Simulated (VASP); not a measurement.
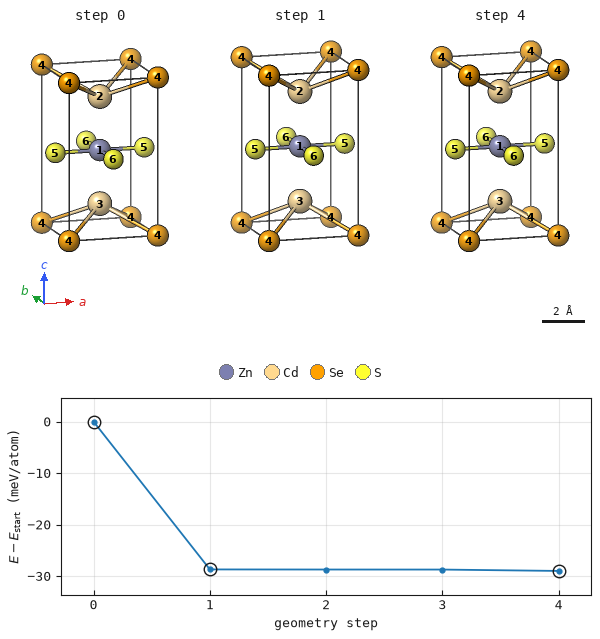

Frames of a relaxation of solid ZnCd2SeS2 (a generated structure, set up in P4/mmm), marked on the history of the run. Style: ball-and-stick. Shown: the cell of the calculation, slightly off an axis.

The run lets cell and atoms move.

Level of theory: Kohn-Sham DFT of a periodic cell, PBE, VASP PAW PBE potentials, recommended (VASP).

Input
```
PREC = Normal ; ENCUT = 520
EDIFF = 1E-4 ; ISMEAR = 0
SIGMA = 0.15 ; LREAL = F
LASPH = T ; NELM = 60
ALGO = Fast ; ISIF = 3
LWAVE = F ; LCHARG = F
GGA = PE ; IBRION = 2
NSW = 24 ; EDIFFG = -0.08
```

Launched with:
```bash
cat potpaw_PBE.64/Zn/POTCAR potpaw_PBE.64/Cd/POTCAR potpaw_PBE.64/Se/POTCAR potpaw_PBE.64/S/POTCAR > POTCAR
mpirun -np 1 vasp_std > vasp.out
```

Question: Describe the path.

Answer: The largest moves relative to the cell, 0.052 Å, are those of Cd2 and Cd3. Cd2 goes along −c. S and Se and Zn stay in place. The volume changes by +5.7 %, with a = b 4.452 → 4.472 Å (+0.5 %), c 7.747 → 8.111 Å (+4.7 %). Among the contacts that change: Cd2–Cd3 2.497 → 2.718 Å, Zn1–Cd2 2.625 → 2.697 Å, Cd2–Se4 3.387 → 3.442 Å, Zn1–S5 2.226 → 2.236 Å. The space group stays P4/mmm (No. 123). Over 4 geometry steps the energy falls by 29.0 meV per atom. The largest force component goes from 1.2 to 0.066 eV/Å. The pressure goes from 2.44 to 0.04 GPa. It ran on 1 thread of Intel(R) Xeon(R) 6975P-C (Granite Rapids) (shared host). From step 0 to 1: Cd atoms move most (0.06 Å), volume +5.7 %, energy −28.7 meV per atom. From step 1 to 4: energy −0.3 meV per atom.

```tsv
step	E − E(0), meV/atom	largest force component, eV/Å	pressure, GPa	volume, Å³/atom
0	0.00	1.1664	2.44	25.591
1	-28.70	0.1424	0.14	27.048
2	-28.72	0.1240	-0.07	27.033
3	-28.73	0.1018	0.08	26.986
4	-28.99	0.0658	0.04	27.037
```

Limits of the set-up: layers or molecules are held without a dispersion correction, so their spacing is unreliable.
